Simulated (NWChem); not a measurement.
# Si2H3SF3 (SMILES F[SiH2]S[SiH](F)F) at 5 levels

Wanted: a comparison of 5 runs (HF/STO-3G, HF/3-21G, B3LYP/6-31G*, PBE0/6-31+G*) of Si2H3SF3. 

Program for the calculation: NWChem 7.3.0.

### 1 The structure to begin with

Si2H3SF3 has 9 atoms, charge 0, and is taken as a singlet. As SMILES, `F[SiH2]S[SiH](F)F`. Geometry: relaxed at PBE0-D4/def2-TZVP. This is one conformer, not always the lowest.

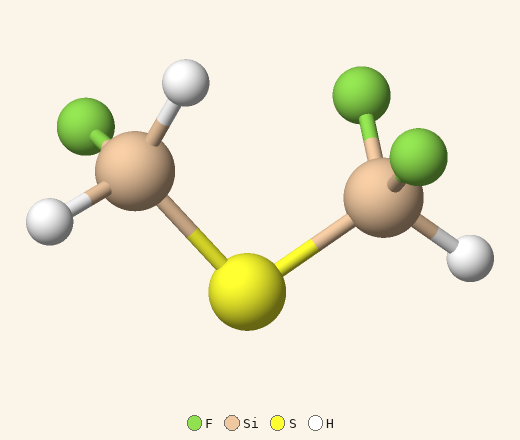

The structure, seen from a chosen angle (fluorine green, silicon light orange, sulfur yellow, hydrogen white).

### 2 Energy and gradient at HF/STO-3G (run 1)

mol.xyz reads:

```xyz
9

F     -1.282000    -2.081600     0.677600
Si    -0.184300    -1.055100     1.202600
S      1.266600    -0.678200    -0.317200
Si     0.353600     0.988700    -1.226600
F      0.461600     2.271700    -0.304200
F     -1.196100     0.734100    -1.437600
H     -0.867800     0.196400     1.587500
H      0.541100    -1.694700     2.318100
H      0.995700     1.272300    -2.517400
```

mol.nw reads:

```
start mol
memory total 2200 mb

geometry noautosym nocenter noautoz
load format xyz mol.xyz
end

basis spherical bse
* library STO-3G
end

scf
thresh 1e-08
maxiter 80
print low
end

task scf gradient
```

Started as:

```
nwchem mol.nw > mol.out
```

Output:

```text
[...]
  functions       =    45
[...]
  wavefunction    = RHF
[...]
         Total SCF energy =  -1260.352452770099
      One-electron energy =  -2721.602693007294
      Two-electron energy =    980.365932923985
 Nuclear repulsion energy =    480.884307313210
        Time for solution =      4.6s
[...]
                         RHF ENERGY GRADIENTS
    atom               coordinates                        gradient
                 x          y          z           x          y          z
   1 F      -2.422629  -3.933654   1.280478    0.016895   0.014334   0.008205
   2 Si     -0.348276  -1.993850   2.272584   -0.030493  -0.020721  -0.023550
   3 S       2.393527  -1.281612  -0.599421    0.016637  -0.005923  -0.006659
   4 Si      0.668207   1.868372  -2.317938   -0.038136   0.013367   0.034043
   5 F       0.872298   4.292891  -0.574855    0.000148  -0.016991  -0.013181
   6 F      -2.260301   1.387248  -2.716670    0.020937   0.003044   0.001585
   7 H      -1.639904   0.371142   2.999940   -0.013553   0.023321   0.003490
   8 H       1.022531  -3.202519   4.380574    0.016444  -0.014923   0.017071
   9 H       1.881600   2.404298  -4.757196    0.011121   0.004492  -0.021005
 Task  times  cpu:        6.0s     wall:        6.0s
[...]
```

Run time: 6.6 s. Hardware: 1 thread of Intel Xeon Platinum 8259CL at 2.50GHz (Skylake/Cascade Lake), shared host; peak memory 0.099 GiB.

### 3 Energy and forces at HF/3-21G (run 2)

f3h3ssi2.nw reads:

```
start f3h3ssi2
title "F3H3SSi2"
memory stack 880 mb heap 220 mb global 1100 mb

geometry noautosym nocenter noautoz
 F    -1.282000   -2.081600    0.677600
 Si   -0.184300   -1.055100    1.202600
 S     1.266600   -0.678200   -0.317200
 Si    0.353600    0.988700   -1.226600
 F     0.461600    2.271700   -0.304200
 F    -1.196100    0.734100   -1.437600
 H    -0.867800    0.196400    1.587500
 H     0.541100   -1.694700    2.318100
 H     0.995700    1.272300   -2.517400
end

basis spherical bse
 * library 3-21G
end

scf
 thresh 1e-08
 maxiter 80
end

task scf gradient
```

Started as:

```
nwchem f3h3ssi2.nw > f3h3ssi2.out
```

Output:

```text
[...]
  functions       =    72
[...]
  wavefunction    = RHF
[...]
         Total SCF energy =  -1269.022222349878
      One-electron energy =  -2721.125431957519
      Two-electron energy =    971.218902294431
 Nuclear repulsion energy =    480.884307313210
        Time for solution =      5.9s
[...]
                         RHF ENERGY GRADIENTS
    atom               coordinates                        gradient
                 x          y          z           x          y          z
   1 F      -2.422629  -3.933654   1.280478    0.023426   0.020565   0.010806
   2 Si     -0.348276  -1.993850   2.272584   -0.003121  -0.001289  -0.043922
   3 S       2.393527  -1.281612  -0.599421   -0.018919   0.006557   0.005854
   4 Si      0.668207   1.868372  -2.317938   -0.032581  -0.010276   0.049017
   5 F       0.872298   4.292891  -0.574855    0.002074  -0.022861  -0.019397
   6 F      -2.260301   1.387248  -2.716670    0.029137   0.005689  -0.003001
   7 H      -1.639904   0.371142   2.999940   -0.003636   0.001582   0.003028
   8 H       1.022531  -3.202519   4.380574    0.001357  -0.002787   0.003032
   9 H       1.881600   2.404298  -4.757196    0.002263   0.002820  -0.005418
[...]
```

Run time: 8.1 s. Hardware: 1 thread of Intel Xeon Platinum 8259CL at 2.50GHz (Skylake/Cascade Lake), shared host; peak memory 0.099 GiB.

Run 3 isn't shown in full; the table further down has it.

### 4 Energy and gradient at B3LYP/6-31G(d) (Cartesian functions) (run 4)

run.py reads:

```python
from ase import Atoms
from ase.calculators.nwchem import NWChem

molecule = Atoms(['F', 'Si', 'S', 'Si', 'F', 'F', 'H', 'H', 'H'], positions=[
    [-1.282000, -2.081600, 0.677600],
    [-0.184300, -1.055100, 1.202600],
    [1.266600, -0.678200, -0.317200],
    [0.353600, 0.988700, -1.226600],
    [0.461600, 2.271700, -0.304200],
    [-1.196100, 0.734100, -1.437600],
    [-0.867800, 0.196400, 1.587500],
    [0.541100, -1.694700, 2.318100],
    [0.995700, 1.272300, -2.517400],
])

calc = NWChem(
    label='f3h3ssi2',
    theory='dft',
    memory='2200 mb',
    basis='6-31G*',
    dft={'xc': 'b3lyp', 'mult': '1', 'grid': 'fine', 'convergence': 'energy 1e-08', 'iterations': '100', 'mulliken': None},
)
molecule.calc = calc

forces = molecule.get_forces()
print("Total energy (eV):", round(molecule.get_potential_energy(), 6))
print("forces (eV/A):")
for s, f in zip(molecule.symbols, forces):
    print(f"{s:2s} {f[0]:10.5f} {f[1]:10.5f} {f[2]:10.5f}")
print("dipole (e A):", molecule.get_dipole_moment().round(4))
```

Started as:

```
export ASE_NWCHEM_COMMAND="nwchem PREFIX.nwi > PREFIX.nwo"
python run.py
```

Output:

```text
Total energy (eV): -34796.273272
forces (eV/A):
F    -0.48666   -0.43117   -0.18980
Si    0.17304    0.18975    0.36001
S     0.31871   -0.13488   -0.04417
Si    0.50080   -0.04921   -0.49849
F     0.05950    0.57243    0.42685
F    -0.69759   -0.16938   -0.07189
H     0.03656    0.04479    0.02119
H     0.04607    0.02386    0.03970
H     0.04952   -0.04607   -0.04335
dipole (e A): [0.1453 0.0795 0.0849]
```

The calculator wrote f3h3ssi2.nwi:

```
title "f3h3ssi2"

permanent_dir f3h3ssi2

scratch_dir f3h3ssi2

start f3h3ssi2

geometry units angstrom nocenter noautosym noautoz
  F  -1.2820000000000000e+00 -2.0815999999999999e+00 6.7759999999999998e-01
  Si -1.8429999999999999e-01 -1.0550999999999999e+00 1.2025999999999999e+00
  S  1.2665999999999999e+00 -6.7820000000000003e-01 -3.1719999999999998e-01
  Si 3.5360000000000003e-01 9.8870000000000002e-01 -1.2265999999999999e+00
  F  4.6160000000000001e-01 2.2717000000000001e+00 -3.0420000000000003e-01
  F  -1.1960999999999999e+00 7.3409999999999997e-01 -1.4376000000000000e+00
  H  -8.6780000000000002e-01 1.9639999999999999e-01 1.5874999999999999e+00
  H  5.4110000000000003e-01 -1.6947000000000001e+00 2.3180999999999998e+00
  H  9.9570000000000003e-01 1.2723000000000000e+00 -2.5173999999999999e+00
end

memory 2200 mb

basis noprint
   * library 6-31G*
end

dft
  xc b3lyp
  mult 1
  grid fine
  convergence energy 1e-08
  iterations 100
  mulliken
end

task dft gradient
```

f3h3ssi2.nwo:

```text
Northwest Computational Chemistry Package (NWChem) 7.3.0
             --------------------------------------------------------

           Job information
           ---------------

    nwchem branch   = 7.3.0
    use scalapack   = T
    input           = f3h3ssi2.nwi
    prefix          = f3h3ssi2.
    data base       = f3h3ssi2/f3h3ssi2.db
    status          = startup
    nproc           =        1

           Memory information
           ------------------

    heap     =     72089594 doubles =      550.0 Mbytes
    stack    =     72089599 doubles =      550.0 Mbytes
    global   =    144179200 doubles =     1100.0 Mbytes (distinct from heap & stack)
    total    =    288358393 doubles =     2200.0 Mbytes
    verify   = yes
    hardfail = no

[... 108 lines left out ...]
  convergence criterion.
[... 41 lines left out ...]
          Spatial weights used:  Erf1
[... 74 lines left out ...]
         Total DFT energy =    -1278.739467385262
[... 3 lines left out ...]
 Nuclear repulsion energy =      480.884307313209
[... 822 lines left out ...]
          Convergence on gradient requested:  5.00D-04
[... 28 lines left out ...]
          total energy or number of iterations.
[... 26 lines left out ...]
                         DFT ENERGY GRADIENTS

    atom               coordinates                        gradient
                 x          y          z           x          y          z
   1 F      -2.422629  -3.933654   1.280478    0.009464   0.008385   0.003691
   2 Si     -0.348276  -1.993850   2.272584   -0.003365  -0.003690  -0.007001
   3 S       2.393527  -1.281612  -0.599421   -0.006198   0.002623   0.000859
[... 5 lines of this table left out ...]
   9 H       1.881600   2.404298  -4.757196   -0.000963   0.000896   0.000843

                 ----------------------------------------
                 |  Time  |  1-e(secs)   |  2-e(secs)   |
                 ----------------------------------------
                 |  CPU   |       0.02   |       9.57   |
                 ----------------------------------------
                 |  WALL  |       0.02   |       9.57   |
                 ----------------------------------------

 Task  times  cpu:       57.0s     wall:       57.0s
 Total times  cpu:       57.1s     wall:       57.1s
```

Wall time 59 s (1 thread of Intel Xeon Platinum 8259CL at 2.50GHz (Skylake/Cascade Lake), shared host); peak memory 0.13 GiB.

### 5 Energy and gradient at PBE0/6-31+G(d) (spherical functions) (run 5)

input.nw reads:

```
START input
memory 2200 mb
GEOMETRY units angstrom noautosym nocenter noautoz
F       -1.282000      -2.081600       0.677600
Si      -0.184300      -1.055100       1.202600
S        1.266600      -0.678200      -0.317200
Si       0.353600       0.988700      -1.226600
F        0.461600       2.271700      -0.304200
F       -1.196100       0.734100      -1.437600
H       -0.867800       0.196400       1.587500
H        0.541100      -1.694700       2.318100
H        0.995700       1.272300      -2.517400
END
BASIS spherical bse
* library 6-31+G*
END
DFT
xc pbe0
grid fine
convergence energy 1e-08
maxiter 100
mulliken
print medium
END
TASK dft gradient
```

Started as:

```
nwchem input.nw > input.out
```

Output:

```text
[...]
          Wavefunction type:  closed shell.
          No. of atoms     :     9
          No. of electrons :    74
[...]
          Charge           :     0
          Spin multiplicity:     1
[...]
          AO basis - number of functions:   126
[...]
              XC Information
              --------------
                         PBE0 Method XC Functional
                     Hartree-Fock (Exact) Exchange  0.250
          PerdewBurkeErnzerhof Exchange Functional  0.750
            Perdew 1991 LDA Correlation Functional  1.000 local
           PerdewBurkeErnz. Correlation Functional  1.000 non-local
[...]
 d= 0,ls=0.0,diis     1  -1277.9010362815 -1.76D+03  1.64D-02  1.21D+00     9.6
[...]
 d= 0,ls=0.0,diis    10  -1278.0367310060 -1.70D-09  3.57D-07  9.36D-10    73.4
         Total DFT energy =    -1278.036731006008
      One electron energy =    -2730.457933045373
           Coulomb energy =     1071.121909144506
    Exchange-Corr. energy =      -99.585014418352
 Nuclear repulsion energy =      480.884307313210
[...]
  wavefunction    = closed shell
                         DFT ENERGY GRADIENTS
    atom               coordinates                        gradient
                 x          y          z           x          y          z
   1 F      -2.422629  -3.933654   1.280478    0.012363   0.011340   0.005948
   2 Si     -0.348276  -1.993850   2.272584   -0.010596  -0.009197  -0.008092
   3 S       2.393527  -1.281612  -0.599421   -0.001596   0.000805   0.000454
   4 Si      0.668207   1.868372  -2.317938   -0.015646   0.008930   0.010632
   5 F       0.872298   4.292891  -0.574855   -0.001088  -0.014375  -0.010807
   6 F      -2.260301   1.387248  -2.716670    0.017108   0.003176   0.001869
   7 H      -1.639904   0.371142   2.999940    0.000216  -0.000720  -0.000025
   8 H       1.022531  -3.202519   4.380574   -0.000427   0.000168  -0.000535
   9 H       1.881600   2.404298  -4.757196   -0.000333  -0.000128   0.000557
[...]
```

It took 98 s on 1 thread of Intel Xeon Platinum 8259CL at 2.50GHz (Skylake/Cascade Lake), shared host; peak memory 0.14 GiB.

### 6 The series

```csv
run,level,iteration cap,module,energy (Eh),largest force (eV/Å),wall time
1,HF/STO-3G,80,scf,-1260.352453,2.717,6.6 s
2,HF/3-21G,80,scf,-1269.022222,3.072,8.1 s
3,B3LYP/6-31G* (spherical functions),100,dft,-1278.729265,0.783,57 s
4,B3LYP/6-31G* (Cartesian functions),100,dft,-1278.739467,0.721,59 s
5,PBE0/6-31+G* (spherical functions),100,dft,-1278.036731,1.076,98 s
```

### 7 What came out

```
                       quantity           value
            run 5: total energy  -1278.03673 Eh
           run 5: dipole moment          1.18 D
             run 5: HOMO energy        -8.60 eV
             run 5: LUMO energy        -0.38 eV
           run 5: HOMO–LUMO gap         8.22 eV
run 5: largest force on an atom      1.076 eV/Å
```

In words: Over runs 2, 3, 4, 5 the dipole moment (its size) runs from 0.89 D (B3LYP/6-31G*) to 1.26 D (HF/3-21G). The two ends differ in method and basis. Over runs 2, 3, 4, 5 the HOMO–LUMO gap runs from 8.16 eV (B3LYP/6-31G*) to 15.25 eV (HF/3-21G). Totals of different functionals can't be ranked against each other. In run 1 the basis is minimal, so the values are rough. All runs together took 3.8 min, the longest 98 s.
